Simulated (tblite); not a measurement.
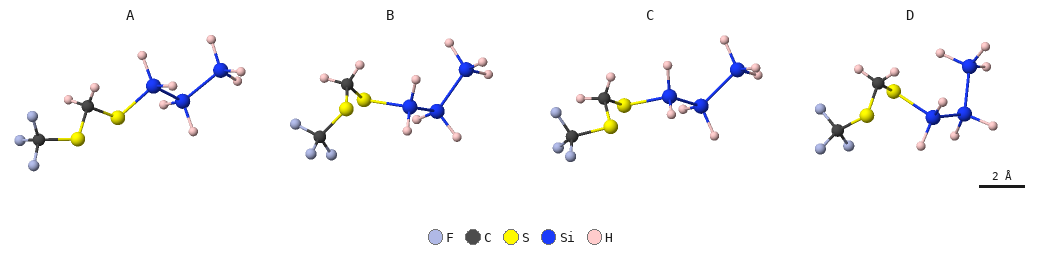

4 geometries from one relaxation of C2H9F3S2Si3, in shuffled order. Style: ball-and-stick. Shown at a tilt.

The calculation used tblite 0.8.0, GFN2-xTB geometry optimisation, gas phase. 

> Put them in the order of the run, from the start to the converged end.

A, C, B, D. They are steps 0, 103, 188, 291, at +21.3 kcal/mol, +3.20 kcal/mol, +1.21 kcal/mol relative to the last. The largest moves after the best rigid fit, 3.06 Å, are those of H atoms. Largest moves by element: H 3.06 Å, F 2.42 Å, Si 1.53 Å, C 1.42 Å, S 1.23 Å. Among the contacts that change: Si–Si 2.216 → 2.325 Å, Si–Si 2.247 → 2.314 Å, C–F 1.385 → 1.330 Å, S–Si 2.139 → 2.181 Å. Bond angles that change, for instance: Si–Si–H 106.0° → 122.0°, C–S–C 112.8° → 99.2°, C–S–Si 114.2° → 101.3°. Groups turn about Si–Si by about 130°, C–S by about 90°, C–S by about 75°. The energy falls by 21.3 kcal/mol in 291 geometry steps. Cost: 7.5 s on 1 thread of Arm Neoverse N1, on a shared host.
